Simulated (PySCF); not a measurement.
**One shape, several levels: N2 (SMILES N#N)**

Wanted: a comparison of 5 runs (HF/STO-3G, B3LYP/6-31G*, TPSS/6-311+G**, TPSSh/cc-pVTZ) of N2. The job is set up through a Python script.

The calculation is run with PySCF 2.14.0.

**1. The structure to begin with**

The species is N2 (2 atoms), meant as a singlet with charge 0. SMILES: `N#N`. Geometry: relaxed at PBE0-D4/def2-TZVP.

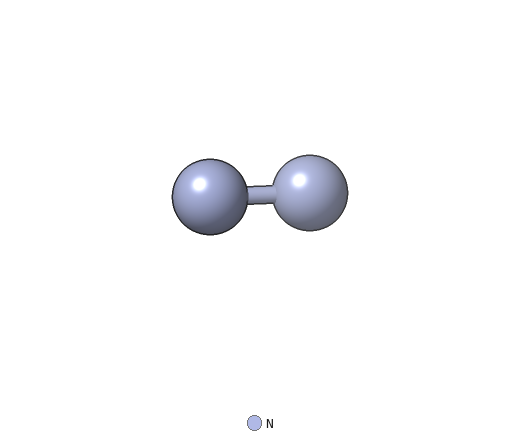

Viewed from a chosen angle; nitrogen light blue.

**2. Energy and gradient at HF/STO-3G (run 1)**

input.py

```python
import pyscf.grad
from pyscf import gto, scf

system = gto.M(
    atom='''
N        0.465500      -0.150300       0.239800
N       -0.465500       0.150300      -0.239800
''',
    spin=0,
    basis='sto-3g',
    max_memory=1860,
    verbose=3,
)

mf = scf.RHF(system)
mf.conv_tol = 1e-10
mf.kernel()
if not mf.converged:
    mf = mf.newton().run(mf.mo_coeff, mf.mo_occ)

e_final = mf.e_tot
print('E = %.10f Eh' % e_final)
grad = mf.Gradients().kernel()
dip = mf.dip_moment()
pop, q = mf.mulliken_pop()
```

Command:

```bash
$ OMP_NUM_THREADS=1 python input.py
```

Output:

```text
converged SCF energy = -107.493380274885
E = -107.4933802749 Eh
--------------- RHF gradients ---------------
         x                y                z
0 N    -0.1556561313     0.0502580377    -0.0801854786
1 N     0.1556561313    -0.0502580377     0.0801854786
----------------------------------------------
Dipole moment(X, Y, Z, Debye):  0.00000, -0.00000,  0.00000
 ** Mulliken pop  **
pop of  0 N 1s            1.99788
pop of  0 N 2s            1.73853
pop of  0 N 2px           1.19246
pop of  0 N 2py           1.02006
pop of  0 N 2pz           1.05107
pop of  1 N 1s            1.99788
pop of  1 N 2s            1.73853
pop of  1 N 2px           1.19246
pop of  1 N 2py           1.02006
pop of  1 N 2pz           1.05107
 ** Mulliken atomic charges  **
charge of    0N =      0.00000
charge of    1N =     -0.00000
```

Wall time 1.7 s (1 thread of Intel Xeon at 2.50GHz (Skylake/Cascade Lake), shared host); peak memory 0.12 GiB.

**3. Energy and forces at B3LYP/6-31G(d) (spherical functions) (run 2)**

calc.py

```python
from pyscf import gto, dft

mol = gto.M(
    atom=[
    ('N', (0.465500, -0.150300, 0.239800)),
    ('N', (-0.465500, 0.150300, -0.239800)),
],
    basis='6-31g*',
    max_memory=1860,
    spin=0,
    verbose=3,
)

myscf = dft.RKS(mol)
myscf.xc = 'b3lyp'
myscf.grids.level = 5
myscf.conv_tol = 1e-10
myscf.kernel()
if not myscf.converged:
    myscf = myscf.newton().run(myscf.mo_coeff, myscf.mo_occ)

e_tot = myscf.e_tot
print('E(%s) = %.9f' % ('B3LYP', e_tot))
grad = myscf.nuc_grad_method().kernel()
dip = myscf.dip_moment()
pop, q = myscf.mulliken_pop()
```

Command:

```bash
$ OMP_NUM_THREADS=1 python calc.py
```

Output:

```text
converged SCF energy = -109.519983559065
E(B3LYP) = -109.519983559
--------------- RKS gradients ---------------
         x                y                z
0 N    -0.0430515037     0.0139003950    -0.0221780894
1 N     0.0430515037    -0.0139003950     0.0221780894
----------------------------------------------
Dipole moment(X, Y, Z, Debye):  0.00000, -0.00000,  0.00000
 ** Mulliken pop  **
pop of  0 N 1s            1.99754
pop of  0 N 2s            0.87984
pop of  0 N 3s            0.91401
pop of  0 N 2px           0.88196
pop of  0 N 2py           0.66501
pop of  0 N 2pz           0.70403
pop of  0 N 3px           0.25271
pop of  0 N 3py           0.33186
pop of  0 N 3pz           0.31762
pop of  0 N 3dxy          0.01404
pop of  0 N 3dyz          0.00480
pop of  0 N 3dz^2         0.00973
pop of  0 N 3dxz          0.01411
pop of  0 N 3dx2-y2       0.01274
pop of  1 N 1s            1.99754
pop of  1 N 2s            0.87984
pop of  1 N 3s            0.91401
pop of  1 N 2px           0.88196
pop of  1 N 2py           0.66501
pop of  1 N 2pz           0.70403
pop of  1 N 3px           0.25271
pop of  1 N 3py           0.33186
pop of  1 N 3pz           0.31762
pop of  1 N 3dxy          0.01404
pop of  1 N 3dyz          0.00480
pop of  1 N 3dz^2         0.00973
pop of  1 N 3dxz          0.01411
pop of  1 N 3dx2-y2       0.01274
 ** Mulliken atomic charges  **
charge of    0N =      0.00000
charge of    1N =     -0.00000
```

It took 5.4 s on 1 thread of Intel Xeon at 2.50GHz (Skylake/Cascade Lake), shared host; peak memory 0.34 GiB.

Runs 3 to 4 aren't shown in full; the table further down has their settings and results.

**4. Energy and gradient at TPSSh/cc-pVTZ (run 5)**

job.py

```python
from pyscf import gto, dft

mol = gto.M(
    atom='''
N    0.465500  -0.150300   0.239800
N   -0.465500   0.150300  -0.239800
''',
    basis='cc-pvtz',
    verbose=3,
    max_memory=1860,
)

myscf = dft.RKS(mol, xc='tpssh')
myscf.grids.level = 5
myscf.conv_tol = 1e-10
myscf.kernel()
if not myscf.converged:
    myscf = myscf.newton().run(myscf.mo_coeff, myscf.mo_occ)

energy = myscf.e_tot
print('E = %.10f Eh' % energy)
grad = myscf.nuc_grad_method().kernel()
dip = myscf.dip_moment()
pop, q = myscf.mulliken_pop()
```

Command:

```bash
$ OMP_NUM_THREADS=1 python job.py
```

Output:

```text
converged SCF energy = -109.568467492574
[... 6 lines left out ...]
Dipole moment(X, Y, Z, Debye):  0.00000, -0.00000,  0.00000
[... 63 lines left out ...]
charge of    1N =     -0.00000
```

It took 13 s on 1 thread of Intel Xeon at 2.50GHz (Skylake/Cascade Lake), shared host; peak memory 0.59 GiB.

**5. Overview of the runs**

```
run                               level  integration grid  Cartesian functions  energy (Eh)  dipole moment (D)  HOMO energy (eV)  LUMO energy (eV)  wall time
  1                           HF/STO-3G                 –                   no  -107.493380               0.00            -14.74              7.75      1.7 s
  2  B3LYP/6-31G* (spherical functions)                 5                   no  -109.519984               0.00            -11.59             -0.42      5.4 s
  3  B3LYP/6-31G* (Cartesian functions)                 5                  yes  -109.523376               0.00            -11.63             -0.45      5.4 s
  4                      TPSS/6-311+G**                 5                   no  -109.574739               0.00            -10.47             -1.72      9.6 s
  5                       TPSSh/cc-pVTZ                 5                   no  -109.568467               0.00            -11.08             -0.96       13 s
```

**6. What came out**

| quantity | value |
| --- | --- |
| run 5: total energy | -109.56847 Eh |
| run 5: dipole moment | 0.00 D |
| run 5: HOMO energy | -11.08 eV |
| run 5: LUMO energy | -0.96 eV |
| run 5: HOMO–LUMO gap | 10.12 eV |
| run 5: largest force on an atom | 0.899 eV/Å |

In words: The HOMO–LUMO gap runs from 8.75 eV (TPSS/6-311+G**) to 22.49 eV (HF/STO-3G). The two ends differ in method and basis. Totals of different functionals can't be ranked against each other. In run 1 the basis is minimal, so the values are rough. All runs together took 35 s, the longest 13 s.
